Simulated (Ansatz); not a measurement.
# Alloy of GaN and AlN (36 of 48 Ga sites exchanged), 96 atoms

Wanted: the relaxed alloy cell and its gap (PBEsol and HSE06).

Method: density functional theory in Ansatz 0.2.0, PAW datasets, plane waves.

**1. The starting cell**

96 atoms (12 Ga, 36 Al, 48 N); a = 9.393 Å, b = 10.846 Å, c = 10.068 Å, α = 90.00°, β = 90.00°, γ = 90.00°. All atoms were shaken off their sites by about 0.02 Å along each axis.

Steps to follow: (2) PBEsol cell relaxation at the single k point (¼, ¼, ¼), on 1 × NVIDIA H100 80GB HBM3 with 4 threads of AMD EPYC 7R13; (3) HSE06 single point at the single k point (¼, ¼, ¼), on 1 × NVIDIA H100 80GB HBM3 with 4 threads of AMD EPYC 7R13.

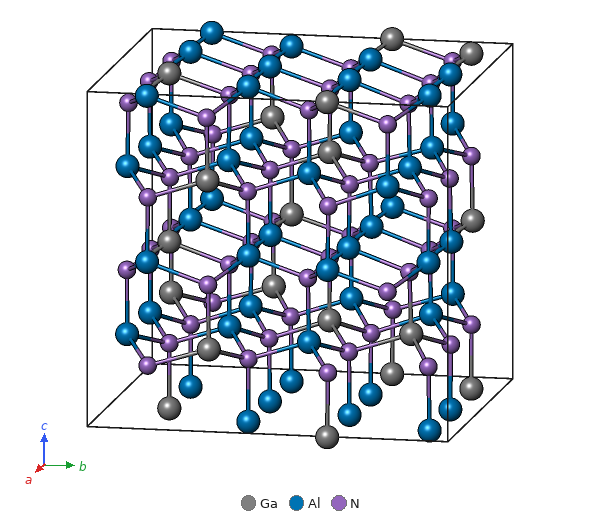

The starting cell, seen slightly off an axis (gallium grey, aluminium blue, nitrogen purple). Atoms on faces are repeated.

**2. Relaxing cell and atoms with PBEsol**

File in.yaml:

```yaml
crystal:
  lattice:
    - [9.393145, 0.000000, 0.000000]
    - [0.000000, 10.846270, 0.000000]
    - [0.000000, 0.000000, 10.068102]
  atoms:
    - { symbol: Ga, position: [0.169784, 0.082914, 0.247654] }
    - { symbol: Ga, position: [0.999983, 0.337237, 0.245716] }
    - { symbol: Ga, position: [0.997721, 0.333149, 0.749581] }
    - { symbol: Ga, position: [0.500075, 0.581661, 0.249629] }
    - { symbol: Ga, position: [0.500170, 0.582390, 0.751587] }
    - { symbol: Ga, position: [0.663432, 0.837910, 0.251036] }
    - { symbol: Ga, position: [0.171245, 0.417819, 0.496363] }
    - { symbol: Ga, position: [0.001732, 0.665755, 0.998943] }
    - { symbol: Ga, position: [0.668678, 0.168307, 0.497511] }
    - { symbol: Ga, position: [0.663385, 0.167045, 0.998870] }
    - { symbol: Ga, position: [0.166835, 0.918815, 0.499462] }
    - { symbol: Ga, position: [0.170569, 0.915644, 0.998548] }
    - { symbol: Al, position: [0.168087, 0.083013, 0.749473] }
    - { symbol: Al, position: [0.496964, 0.083872, 0.249144] }
    - { symbol: Al, position: [0.501219, 0.084883, 0.745838] }
    - { symbol: Al, position: [0.329996, 0.332669, 0.248083] }
    - { symbol: Al, position: [0.333517, 0.335377, 0.750243] }
    - { symbol: Al, position: [0.165912, 0.582483, 0.251719] }
    - { symbol: Al, position: [0.168797, 0.581222, 0.747978] }
    - { symbol: Al, position: [0.004681, 0.834371, 0.246746] }
    - { symbol: Al, position: [0.995839, 0.832487, 0.753212] }
    - { symbol: Al, position: [0.832569, 0.080682, 0.248275] }
    - { symbol: Al, position: [0.835588, 0.082195, 0.750358] }
    - { symbol: Al, position: [0.666524, 0.334206, 0.251010] }
    - { symbol: Al, position: [0.669049, 0.332706, 0.747977] }
    - { symbol: Al, position: [0.333937, 0.833214, 0.247736] }
    - { symbol: Al, position: [0.328948, 0.835739, 0.744073] }
    - { symbol: Al, position: [0.828640, 0.584046, 0.246837] }
    - { symbol: Al, position: [0.831823, 0.585077, 0.751295] }
    - { symbol: Al, position: [0.667630, 0.834715, 0.748376] }
    - { symbol: Al, position: [0.999011, 0.165889, 0.498796] }
    - { symbol: Al, position: [0.002562, 0.165923, 0.995488] }
    - { symbol: Al, position: [0.330990, 0.166071, 0.499483] }
    - { symbol: Al, position: [0.331589, 0.166368, 0.000733] }
    - { symbol: Al, position: [0.168976, 0.417155, 0.997429] }
    - { symbol: Al, position: [0.002392, 0.667208, 0.498313] }
    - { symbol: Al, position: [0.499521, 0.418354, 0.496734] }
    - { symbol: Al, position: [0.499792, 0.416496, 0.000106] }
    - { symbol: Al, position: [0.333368, 0.668892, 0.501315] }
    - { symbol: Al, position: [0.335083, 0.665972, 0.000651] }
    - { symbol: Al, position: [0.832720, 0.417550, 0.497622] }
    - { symbol: Al, position: [0.830066, 0.416170, 0.001883] }
    - { symbol: Al, position: [0.665884, 0.664711, 0.500961] }
    - { symbol: Al, position: [0.668460, 0.667750, 0.002536] }
    - { symbol: Al, position: [0.498456, 0.919329, 0.498969] }
    - { symbol: Al, position: [0.501843, 0.917143, 0.999012] }
    - { symbol: Al, position: [0.834120, 0.916405, 0.499816] }
    - { symbol: Al, position: [0.829105, 0.918851, 0.997688] }
    - { symbol: N, position: [0.002150, 0.168254, 0.190269] }
    - { symbol: N, position: [0.999024, 0.168255, 0.691954] }
    - { symbol: N, position: [0.335644, 0.167183, 0.187454] }
    - { symbol: N, position: [0.332169, 0.163777, 0.688842] }
    - { symbol: N, position: [0.167925, 0.414581, 0.190428] }
    - { symbol: N, position: [0.171759, 0.417777, 0.691183] }
    - { symbol: N, position: [0.999685, 0.667405, 0.190839] }
    - { symbol: N, position: [0.995194, 0.667841, 0.687836] }
    - { symbol: N, position: [0.668953, 0.168158, 0.194068] }
    - { symbol: N, position: [0.666459, 0.169379, 0.689378] }
    - { symbol: N, position: [0.499584, 0.414341, 0.187864] }
    - { symbol: N, position: [0.499283, 0.416887, 0.690655] }
    - { symbol: N, position: [0.333807, 0.667286, 0.183680] }
    - { symbol: N, position: [0.334399, 0.663141, 0.691386] }
    - { symbol: N, position: [0.168327, 0.915717, 0.189260] }
    - { symbol: N, position: [0.164108, 0.914791, 0.691724] }
    - { symbol: N, position: [0.834097, 0.417250, 0.189787] }
    - { symbol: N, position: [0.835155, 0.415291, 0.689875] }
    - { symbol: N, position: [0.663566, 0.664995, 0.189896] }
    - { symbol: N, position: [0.666257, 0.667672, 0.690295] }
    - { symbol: N, position: [0.498469, 0.917839, 0.191965] }
    - { symbol: N, position: [0.503237, 0.915240, 0.688547] }
    - { symbol: N, position: [0.832592, 0.915738, 0.188461] }
    - { symbol: N, position: [0.832172, 0.916267, 0.690742] }
    - { symbol: N, position: [0.165260, 0.082784, 0.439739] }
    - { symbol: N, position: [0.168062, 0.084131, 0.938470] }
    - { symbol: N, position: [0.997625, 0.334558, 0.437641] }
    - { symbol: N, position: [0.002117, 0.331690, 0.937359] }
    - { symbol: N, position: [0.496209, 0.085116, 0.439043] }
    - { symbol: N, position: [0.501569, 0.082001, 0.940525] }
    - { symbol: N, position: [0.337405, 0.336381, 0.440960] }
    - { symbol: N, position: [0.332790, 0.334043, 0.941930] }
    - { symbol: N, position: [0.164974, 0.580713, 0.439019] }
    - { symbol: N, position: [0.170848, 0.581980, 0.939449] }
    - { symbol: N, position: [0.001460, 0.832862, 0.440431] }
    - { symbol: N, position: [0.002620, 0.833576, 0.940386] }
    - { symbol: N, position: [0.834431, 0.080466, 0.440281] }
    - { symbol: N, position: [0.829756, 0.083969, 0.938464] }
    - { symbol: N, position: [0.670633, 0.334760, 0.436764] }
    - { symbol: N, position: [0.668549, 0.334999, 0.942309] }
    - { symbol: N, position: [0.502954, 0.582751, 0.437926] }
    - { symbol: N, position: [0.499011, 0.583754, 0.941032] }
    - { symbol: N, position: [0.333573, 0.830261, 0.438784] }
    - { symbol: N, position: [0.328644, 0.831753, 0.935720] }
    - { symbol: N, position: [0.833901, 0.581699, 0.438661] }
    - { symbol: N, position: [0.832321, 0.584832, 0.939570] }
    - { symbol: N, position: [0.668360, 0.833825, 0.436696] }
    - { symbol: N, position: [0.665039, 0.830887, 0.937937] }
  symmetry: { detect: false }
kpoints:
  mp_grid: { grid: [1, 1, 1], shift: [0.25, 0.25, 0.25] }
hamiltonian:
  xc: pbesol
scf:
  occupations: { method: fermi_dirac, width: 0.01 }
relax:
  f_tol: 0.03
  max_steps: 80
  escape_saddle: false
  adjacent_minimum: "off"
  cell: { fix: [alpha, beta, gamma] }
output:
  forces: true
  eigenvalues: true
  populations: true
  write_density: true
  write_potential: true
  elf: true
  volumetric_format: npy
```

Launch:

```console
$ ansatz run in.yaml --threads 4 --pin off --max-ram 61750MiB --runs-dir r --events-out ev --progress --plain --backend cuda --devices 0, --max-vram 37GiB
```

Output:

```text
Pseudopotentials: kind: paw
Functional definition: PBEsol
  exchange = pbesol_x
  correlation = pbesol_c
Crystal: 96 atoms, lattice volume = 1025.744 Å³
Basis set: ecut = 420 eV, 19975 PW (Γ), exchange–correlation on 128×150×144 points (8 copies of the dense FFT grid, shifted against one another)
Bands: 348, of which v1, the nominal top of the filled ones, is band 252 counted from 1 (251 counted from 0)
Symmetry: 1 space group operations
k-points: 1
Non-local potential: Ga, projectors of the file, l = 0: 2, l = 1: 2, l = 2: 3, l = 3: 1
Non-local potential: Al, projectors of the file, l = 0: 2, l = 1: 2, l = 2: 1
Non-local potential: N, projectors of the file, l = 0: 2, l = 1: 2, l = 2: 1
PAW form: soft (Blöchl's): semilocal exchange-correlation on the pseudo side does not see the compensation charge
PAW frozen core: Ga, regenerated for the run's functional, and the local potential with it (the file was generated under x = pbe(κ = 0.804, μ = 0.2195149727645171), c = pbe(β = 0.06672455060314922))
PAW frozen core: Al, regenerated for the run's functional, and the local potential with it (the file was generated under x = pbe(κ = 0.804, μ = 0.2195149727645171), c = pbe(β = 0.06672455060314922))
PAW frozen core: N, regenerated for the run's functional, and the local potential with it (the file was generated under x = pbe(κ = 0.804, μ = 0.2195149727645171), c = pbe(β = 0.06672455060314922))
PAW one-centre angular grid: Ga, 590 points (default); XC on 64 Gauss nodes
PAW one-centre angular grid: Al, 110 points (default); XC on 64 Gauss nodes
PAW one-centre angular grid: N, 110 points (default); XC on 64 Gauss nodes
Initial density: superposition of atomic densities (neutral atoms: chi_scale 0, normalization atom), corrected by the library's trained network
Initial wavefunctions: pseudopotential atomic-orbital guess
Functional: x = pbesol(κ = 0.804, μ = 0.12345679012345678), c = pbesol(β = 0.046)
SCF iter   1: F=—  HF=-82086.797466 eV  |F-HF|=—  |Δ(HF+E_count)|=         —  Δρ=1.09e-2  dr2=1.26e0  ethr=1.77e-3  ⟨swp⟩=6.0  Hψ=1400  notcnv=0  defer=26
preconditioner: auto → Resta (q_TF=auto, 2.424 Å⁻¹)  ε∞=4.2  [insulator: Δε(μ)=4.370 eV  Ē_g=14.590 eV  σ=0.010 eV  W_gap=1.00  n_scr=252 (ndim 8)  ℏωp=26.0 eV  f_vac=0.000  D(μ)=0.00/eV (n_scr^D=0)  ε∞_Penn≈4.2]
SCF iter   2: F=—  HF=-82086.429195 eV  |F-HF|=—  |Δ(HF+E_count)|=   3.68e-1  Δρ=1.74e-3  dr2=2.99e-2  ethr=2.51e-4  ⟨swp⟩=2.0  Hψ=522  notcnv=0  defer=92
[... 4 lines of SCF cycles left out ...]
SCF iter   7: F=—  HF=-82086.422597 eV  |F-HF|=—  |Δ(HF+E_count)|=   1.26e-7  Δρ=7.94e-6  dr2=5.56e-7  ethr=1.07e-9  ⟨swp⟩=2.0  Hψ=503  notcnv=0  defer=92
SCF iter   8: F=-82086.422597 eV  HF=-82086.422597 eV  |F-HF|=4.80e-9  |Δ(HF+E_count)|=   2.68e-8  Δρ=2.04e-6  dr2=3.82e-8  ethr=1.98e-11  ⟨swp⟩=21.0  Hψ=3162  notcnv=0
SCF 1 converged in 8 iterations: F = -82086.422597 eV  dr2 = 3.82e-8
relax step   1: F+E_penalty+E_count = -82086.42259742 eV  Δ(F+E_penalty+E_count) = +0.000e0 eV  max|allowed force component| = 2.004e0 eV/Å  Δτ_max = 0.0000 Å  P = +0.723 GPa  Ω = 1025.744 Å³  fix = [alpha, beta, gamma]  reactions: alpha +0.274, beta -0.117, gamma +0.158 GPa/rad  (8 SCF iters, dr2 threshold 1.00e-7 eV, accepted)
[... 13 lines left out ...]
relax step   2: F+E_penalty+E_count = -82087.81243584 eV  Δ(F+E_penalty+E_count) = -1.390e0 eV  max|allowed force component| = 1.123e0 eV/Å  Δτ_max = 0.0529 Å  P = +0.080 GPa  Ω = 1026.912 Å³  energy of the carried Pulay correction = -3.819e-3 eV  fix = [alpha, beta, gamma]  reactions: alpha +0.205, beta -0.090, gamma +0.085 GPa/rad  (6 SCF iters, dr2 threshold 9.60e-6 eV, accepted)
[... 5 lines left out ...]
relax step   3: F+E_penalty+E_count = -82088.38916596 eV  Δ(F+E_penalty+E_count) = -5.767e-1 eV  max|allowed force component| = 3.912e-2 eV/Å  Δτ_max = 0.0451 Å  P = -0.160 GPa  Ω = 1027.032 Å³  energy of the carried Pulay correction = -4.212e-3 eV  fix = [alpha, beta, gamma]  reactions: alpha +0.026, beta -0.000, gamma -0.035 GPa/rad  (6 SCF iters, dr2 threshold 9.60e-6 eV, accepted)
[... 11 lines left out ...]
relax step   4: F+E_penalty+E_count = -82088.39268583 eV  Δ(F+E_penalty+E_count) = -3.520e-3 eV  max|allowed force component| = 5.417e-3 eV/Å  Δτ_max = 0.0031 Å  P = -0.042 GPa  Ω = 1026.433 Å³  energy of the carried Pulay correction = -2.254e-3 eV  fix = [alpha, beta, gamma]  reactions: alpha +0.021, beta +0.005, gamma -0.052 GPa/rad  (6 SCF iters, dr2 threshold 9.56e-8 eV, accepted)
[... 12 lines left out ...]
relax step   5: F+E_penalty+E_count = -82088.39626032 eV  Δ(F+E_penalty+E_count) = -3.574e-3 eV  max|allowed force component| = 5.470e-3 eV/Å  Δτ_max = 0.0000 Å  P = -0.036 GPa  Ω = 1026.433 Å³  fix = [alpha, beta, gamma]  reactions: alpha +0.019, beta +0.009, gamma -0.046 GPa/rad  stress off target by 4.64e-2 GPa on what of the cell is left free  SCF on the basis re-selected at this cell (its ene [...]
SCF converged after 6 iterations
Free energy (F): -82088.396260 eV
Harris-Foulkes:  -82088.396260 eV  (|F-HF|=7.28e-11)
Internal energy: -82088.396260 eV  (E = F + TS)
E sigma→0 (E₀):  -82088.396260 eV
Fermi energy:    9.719858 eV
--- Per-component energies (eV) ---
  E_band       = 263.825001
  E_kinetic    = 8674.226231
  E_local      = -37813.168468  (includes V_loc(G=0)·N_el)
  E_nonlocal   = 7711.491988
  E_hartree    = 16627.100981
  E_xc         = -5156.263206
  E_vxc        = -5474.107219  (∫ρ·V_xc dr)
  E_paw        = -45713.196995  (= ΣΔE_a)
  E_vpaw       = -6088.822286  (= ΣTr[D̂ρ^β])
  E_aug_tail   = 0.003388  (compensation charges beyond the density's cutoff)
  E_ewald      = -26430.983661
  E_core_change = 12.393482  (= ΣΔE_core)
  E_smearing   = -0.000000  (= −TS)
  E_closure    = 0.000000  (closes the sum)
  Σ components = -82088.396260   (vs F -82088.396260, Δ=0.00e0)
--- Forces (eV/Å), atoms counted from 1 ---
  atom   1  Ga    -0.00174702     0.00273538     0.00020964
  atom   2  Ga    -0.00042643     0.00118685    -0.00166779
[... 3 atoms left out ...]
  atom   6  Ga     0.00229589    -0.00249496    -0.00368985
[... 4 atoms left out ...]
  atom  11  Ga    -0.00044052    -0.00498859     0.00378087
[... 8 atoms left out ...]
  atom  20  Al    -0.00206751    -0.00531550    -0.00045270
[... 4 atoms left out ...]
  atom  25  Al     0.00402523     0.00475784     0.00099637
  atom  26  Al     0.00030111    -0.00547011    -0.00152550
[... 4 atoms left out ...]
  atom  31  Al    -0.00130641     0.00476667     0.00242487
[... 7 atoms left out ...]
  atom  39  Al    -0.00180382    -0.00504699    -0.00045089
[... 4 atoms left out ...]
  atom  44  Al     0.00034793    -0.00480837    -0.00273989
[... 52 atoms left out ...]
  max |Σ_I F_I| component: 2.29e-4 eV/Å
--- Stress (GPa, compression-positive) ---
       -0.037818       0.046324      -0.009062
        0.046325      -0.046448      -0.019373
       -0.009062      -0.019374      -0.022577
  P = ⅓ Tr σ = -0.0356 GPa (-0.356 kbar)
--- Band table (eV) ---
  k-point 0: bands = [... 240 lower levels ..., "6.9392", "6.9741", "7.0067", "7.0664", "7.1050", "7.1781", "7.2043", "7.2359", "7.2826", "7.3511", "7.4828", "7.4989", "11.9390", "12.4910", "12.6335", "12.7458", "12.8712", "12.9483", "13.0233", "13.0600", "13.0828", "13.1138", "13.1194", "13.1742", ... 84 higher levels ...]
--- Relaxed structure (4 steps of the walk, 4 accepted, 1 SCFs on fresh bases) ---
  F+E_penalty+E_count = -82088.39626032 eV   max|allowed force component| = 5.470e-3 eV/Å   (the final SCF, on the basis selected at the relaxed cell)
  cell:  # Å, volume = 1026.4329 Å³
    - [9.385875672000696, -5.921457612703104e-144, 2.7228153394448853e-144]
    - [-6.837510552741738e-144, 10.840128558461586, -1.8962864361239013e-143]
    - [2.918466878207004e-144, -1.7602369533592582e-143, 10.088377266741778]
  atoms:
    - { symbol: Ga, position: [0.16723159854036018, 0.08368162696998104, 0.24975244058611265] }
    - { symbol: Ga, position: [0.9994403418379648, 0.33439025086400637, 0.24879427678987728] }
[... 94 atoms left out; the next input holds them all, rounded ...]
--- Löwdin populations: 96 sites ---
  site symbol       q [e]
     0     Ga     12.2747
     1     Ga     12.2784
[... 94 atoms left out ...]
  spilling = 0.005471 (of n_electrons = 504.000000)
```

Wall time 13 s (1 × NVIDIA H100 80GB HBM3 with 4 threads of AMD EPYC 7R13, shared host); peak host memory 1.4 GiB.

Step by step (solves on a freshly chosen basis count as rows, and their energies jump a little):

| accepted step | energy change (eV) | largest force component (eV/Å) | SCF cycles | pressure (GPa) |
| --- | --- | --- | --- | --- |
| 1 | 0.000 | 2.004 | 8 | 0.72 |
| 2 | -1.390 | 1.123 | 6 | 0.08 |
| 3 | -1.967 | 0.039 | 6 | -0.16 |
| 4 | -1.970 | 0.005 | 6 | -0.04 |
| 5 | -1.974 | 0.005 | 6 | -0.04 |

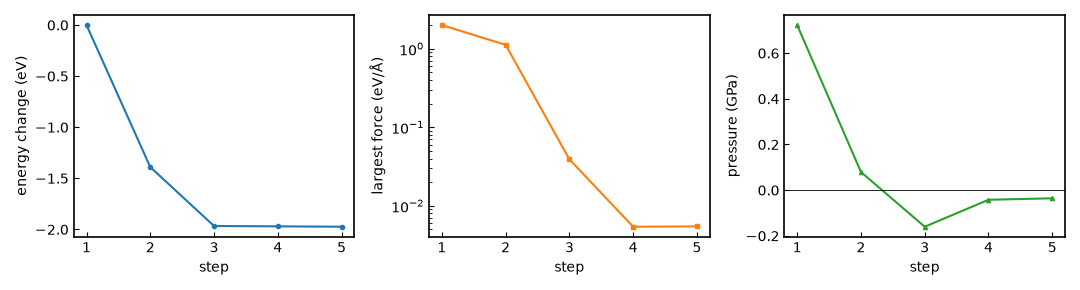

Energy, largest force component and pressure along the relaxation.

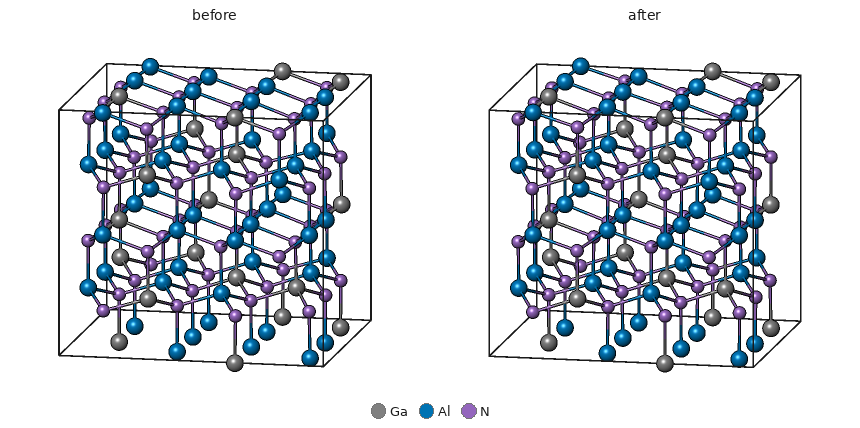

The cell before and after the relaxation.

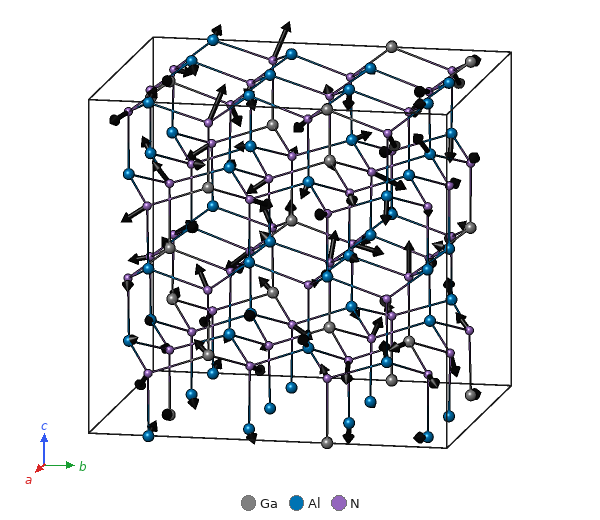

The relaxed cell; black arrows show the larger shifts of the atoms, drawn 15 times longer.

|  | before | after | change |
| --- | --- | --- | --- |
| a (Å) | 9.393 | 9.386 | -0.08 % |
| b (Å) | 10.846 | 10.840 | -0.06 % |
| c (Å) | 10.068 | 10.088 | +0.20 % |
| volume (Å³/atom) | 10.685 | 10.692 | +0.07 % |

Bonds in the relaxed cell, counted within a distance cut:

| pair | count | mean (Å) | spread (Å) | least | most |
| --- | --- | --- | --- | --- | --- |
| Al–N | 144 | 1.895 | 0.006 | 1.883 | 1.914 |
| Ga–N | 48 | 1.949 | 0.006 | 1.938 | 1.965 |

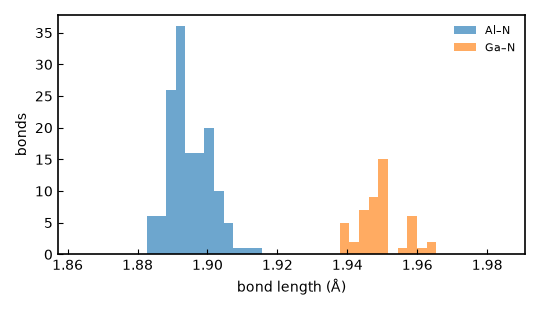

Spread of the bond lengths.

At the single k point (¼, ¼, ¼) the filled levels end at 7.499 eV and the empty ones begin at 11.939 eV, a spacing of 4.44 eV.

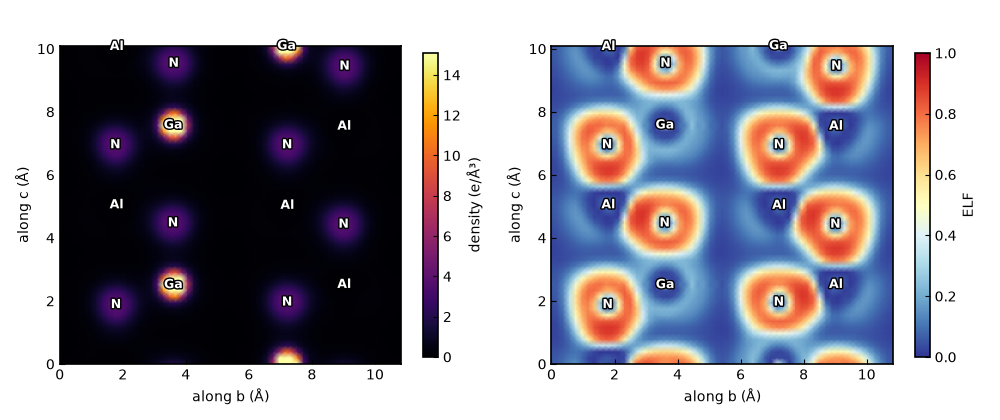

Density (left) and ELF (right) in a lattice plane of the grid's cell (edges 10.84 and 10.09 Å, at 0.000 of the third edge), which holds Ga and Al and N. Only atoms in the plane are labelled; the density scale stops at 15.09 e/Å³. Both are smooth fields of the valence electrons: close to the nuclei they are not physical.

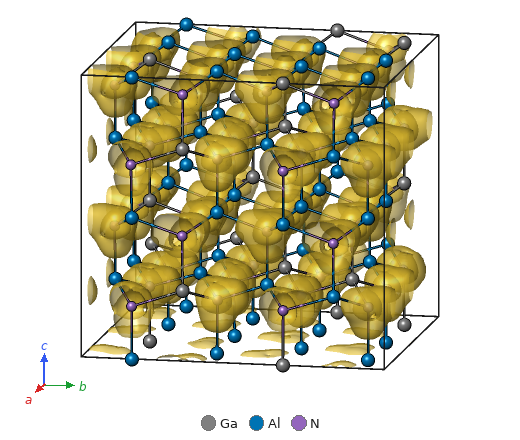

Surface of ELF = 0.77, drawn in one cell.

Outside the cores ELF peaks at 0.90 on the N–Al line, 0.7 Å from N; 0.83 in the shell around N, 0.7 Å from N; 0.83 on the N–Ga line, 0.7 Å from N.

[end of part 1 of 2]
